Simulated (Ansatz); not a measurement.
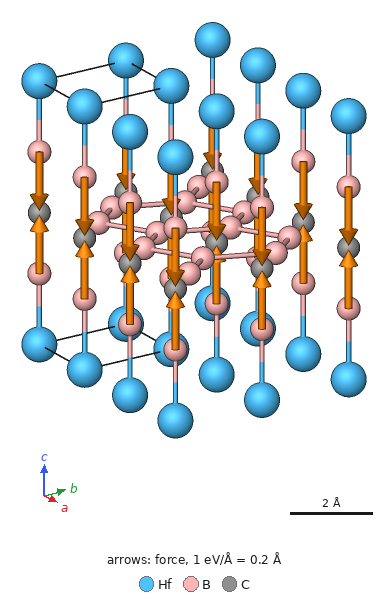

Starting geometry of solid HfB₄C (a generated structure, set up in P6/mmm) (coarse preliminary run) with the computed forces as orange arrows. Style: ball-and-stick. Shown: the cell of the calculation, repeated 3 × 2 × 1 with one cell outlined, slightly off an axis.

All numbers below come from DFT PBE, scalar-relativistic, plane waves, PAW in Ansatz 0.2.0. Settings: plane-wave cutoff 420 eV; k-point mesh 6 × 6 × 4; occupations gaussian; smearing width 0.1 eV; no spin polarisation; cell and atoms relaxed; force threshold 0.04 eV/Å; at most 70 steps.

Question: Is this structure relaxed? If not, where do the atoms go?

Answer: It isn't relaxed: the largest force vector, on B atoms, is 7.38 eV/Å. The atoms end up moving mostly along the starting forces (cosine between the two patterns 1.00). The largest moves relative to the cell, 0.26 Å, are those of B atoms. Hf and C stay in place. The drawn cell changes as follows: a = b 3.284 → 3.270 Å (−0.4 %), c 6.581 → 7.815 Å (+18.7 %); the volume changes by +17.8 %. Among the contacts that change: B–Hf 1.772 → 2.365 Å, B–C 1.519 → 1.542 Å, Hf–Hf 3.284 → 3.270 Å, B–B 1.896 → 1.888 Å. The space group stays P6/mmm (No. 191). Over 6 accepted moves (8 points after the start) the energy falls by 854 meV per atom. The largest force component goes from 7.4 to 0.0039 eV/Å. Pressure: 28.02 GPa at the start and 0.09 GPa at the end. At 2 points the geometry stayed and the basis and grid were re-selected for the new cell (energy shift of 9.3 meV per atom at most each time).
